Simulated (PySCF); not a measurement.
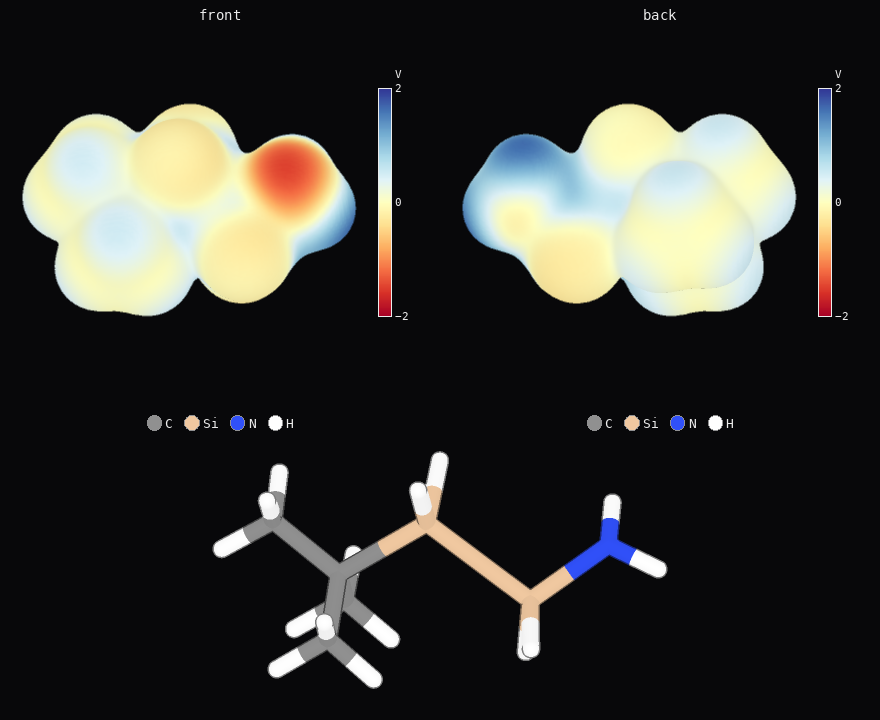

*C$_{4}$H$_{15}$NSi$_{2}$ (SMILES CC(C)(C)[SiH2][SiH2]N). The electrostatic potential painted on the density surface at 0.002 e/bohr³, seen from the front and from behind; the colour scale runs from red (negative) to blue (positive). The bare structure is drawn below in the same view.*

Geometry: PBE0-D3(BJ)/def2-SVP.

The calculation used PBE0/pcSseg-1, SCF density, gas phase, non-relativistic (PySCF).

```yaml
atoms:
  - { symbol: C, position_ang: [-1.0687, -0.5061, -1.1427] }
  - { symbol: C, position_ang: [-0.8400, 0.2149, 0.1884] }
  - { symbol: C, position_ang: [-1.0129, -0.7660, 1.3517] }
  - { symbol: C, position_ang: [-1.8330, 1.3716, 0.3308] }
  - { symbol: Si, position_ang: [0.9398, 0.9174, 0.2306] }
  - { symbol: Si, position_ang: [2.5703, -0.7716, 0.1768] }
  - { symbol: N, position_ang: [4.1010, -0.0218, -0.1720] }
  - { symbol: H, position_ang: [-0.9358, 0.1705, -2.0023] }
  - { symbol: H, position_ang: [-0.3812, -1.3559, -1.2751] }
  - { symbol: H, position_ang: [-2.0987, -0.9024, -1.1908] }
  - { symbol: H, position_ang: [-0.3254, -1.6245, 1.2735] }
  - { symbol: H, position_ang: [-0.8361, -0.2830, 2.3263] }
  - { symbol: H, position_ang: [-2.0409, -1.1701, 1.3642] }
  - { symbol: H, position_ang: [-2.8703, 0.9915, 0.3074] }
  - { symbol: H, position_ang: [-1.7306, 2.1027, -0.4869] }
  - { symbol: H, position_ang: [-1.6995, 1.9106, 1.2824] }
  - { symbol: H, position_ang: [1.1263, 1.7360, 1.4734] }
  - { symbol: H, position_ang: [1.1450, 1.8310, -0.9440] }
  - { symbol: H, position_ang: [2.6892, -1.4409, 1.5110] }
  - { symbol: H, position_ang: [2.1366, -1.8540, -0.7803] }
  - { symbol: H, position_ang: [4.9458, -0.5810, -0.1139] }
  - { symbol: H, position_ang: [4.1567, 0.6130, -0.9612] }
```

Where is the surface potential most negative and most positive?

Answer. The most negative region (about −1.4 V) lies over N7, the most positive (about +1.6 V) over H21 and H22. N7 is the likeliest acceptor of a hydrogen bond.

How polar is the molecule by this calculation?

Answer. Its dipole moment is 0.95 D.
